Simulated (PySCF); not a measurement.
C5H14N2OSi

Input file:

```
{"job": {"kind": "nmr", "xc": "PBE0", "basis": "pcSseg-1"}, "charge": 0, "multiplicity": 1}
C      3.417880    -0.401004    -0.466449
C      2.288036     0.457257     0.081174
O      1.059157    -0.071462    -0.360727
C     -0.074030     0.615481     0.136163
C     -0.434527     0.281305     1.605618
C     -1.891204    -0.197192     1.439421
Si    -1.748441    -0.119716    -0.471427
N     -3.047013     0.746521    -1.203315
N     -1.449568    -1.453633    -1.510917
H      4.378273     0.013473    -0.171076
H      3.332619    -1.414845    -0.084040
H      3.360504    -0.435376    -1.551004
H      2.391860     1.496788    -0.273524
H      2.325311     0.474869     1.181484
H      0.068719     1.696951    -0.006053
H      0.205731    -0.525211     1.961991
H     -0.332127     1.130029     2.281723
H     -2.601832     0.499233     1.879567
H     -2.072796    -1.167764     1.895134
H     -3.044151     0.840484    -2.205054
H     -3.381442     1.590679    -0.770031
H     -2.189248    -2.106037    -1.709817
H     -0.566464    -1.923844    -1.395824
```

Run with:

```sh
OMP_NUM_THREADS=1 python probes_run.py task.json out
```

Geometry: GFN2-xTB.

Level of theory: PySCF, PBE0/pcSseg-1, SCF density, gas phase, non-relativistic.

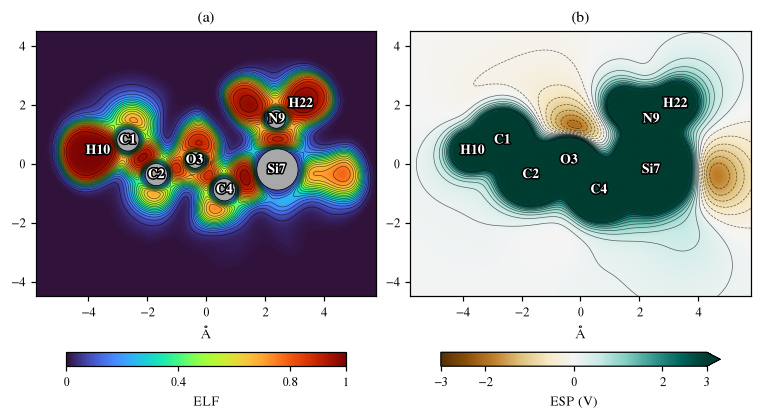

Figure 1. (a) electron localisation function; (b) molecular electrostatic potential on the plane of atoms C2, O3 and C4. Grey discs cover the atomic cores in the ELF map.

Q: What do the fields say about this system?

A: The section cuts through C, O, Si, N and H sites.
C–O (1.41 Å): the ELF peaks at about 0.90 between the atoms (a polar covalent bond).
C–C (1.52 Å): the ELF peaks at about 0.95 between the atoms, as expected for localised, covalent bonding.
Si–N (1.72 Å): the ELF peaks at about 0.90 between the atoms (a shared but strongly polarised pair).
C–Si (1.93 Å): the ELF peaks at about 0.95 between the atoms: a covalent bond.
N–H (1.01 Å): the ELF climbs to about 1 towards the hydrogen, as it does in any bond to H: an ordinary covalent bond to hydrogen.
The ELF also peaks beside O3, away from the bonds: lone-pair regions.
Outside the dense part of the molecule the potential is most negative (−2.0 V) near O3.

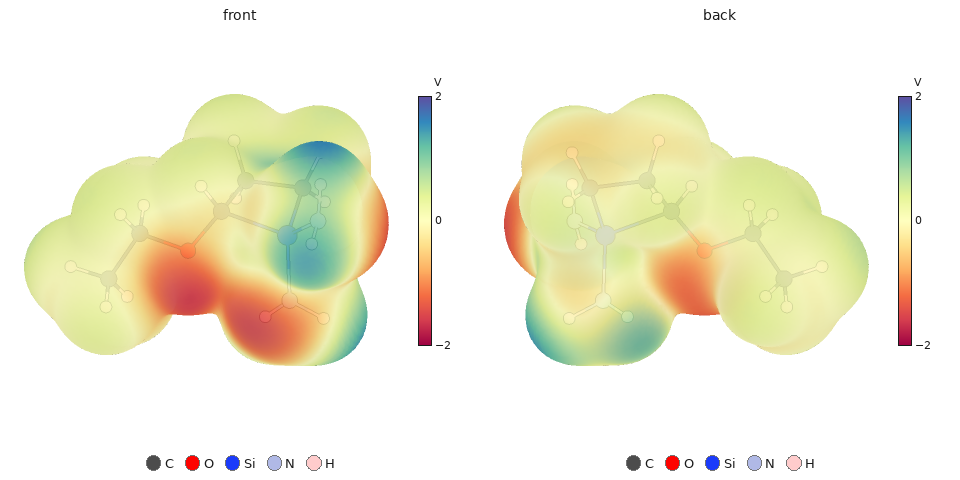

Figure 2. The electrostatic potential painted on the density surface at 0.002 e/bohr³, seen from the front and from behind; red is negative and blue positive.

Q: Where is the surface potential most negative and most positive?

A: The most negative region (about −1.6 V) lies over O3 and N9, the most positive (about +1.5 V) over H21.

Q: How polar is the molecule by this calculation?

A: Its dipole moment is 0.65 D.
